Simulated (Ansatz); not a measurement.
The figure comes from a scan of Au (fcc, Cu type): one Au atom of a 4-atom cell moves by u along (0.71, 0.71, 0.00) and v along (0.00, 0.00, 1.00). Computed with PBE (plane waves to 420 eV, PAW, scalar-relativistic; Ansatz, an electronic-structure program). k mesh 9×9×9 (Γ-centred), Fermi-Dirac smearing 0.05 eV. Energies are smeared free energies. Points where atoms come too close for the PAW data are left out (x in tables, blank in figures). With partly filled bands, energies and forces of such displacements shift with the k mesh and the smearing. Au was relaxed with its symmetry unable to fall. Spin-orbit coupling is left out, though Au is heavy. The PAW data are Ansatz's earlier set. The zero of ΔE is the undisplaced structure. Axes are in Å.

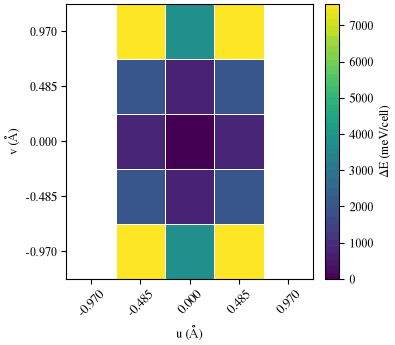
ΔE (meV/cell), one tile a computed point.

**Question.** List the plotted points as numbers.

**Answer.** To the nearest 1000:

ΔE (meV/cell), with u across and v down:

| v \ u | -0.970 | -0.485 | 0.000 | 0.485 | 0.970 |
|---|---|---|---|---|---|
| -0.970 | x | 8000 | 4000 | 8000 | x |
| -0.485 | x | 2000 | 1000 | 2000 | x |
| 0.000 | x | 1000 | 0 | 1000 | x |
| 0.485 | x | 2000 | 1000 | 2000 | x |
| 0.970 | x | 8000 | 4000 | 8000 | x |

(For displaced atoms, the force is minus the slope of the energy, and its curvature is a force constant, which sets phonon frequencies.)
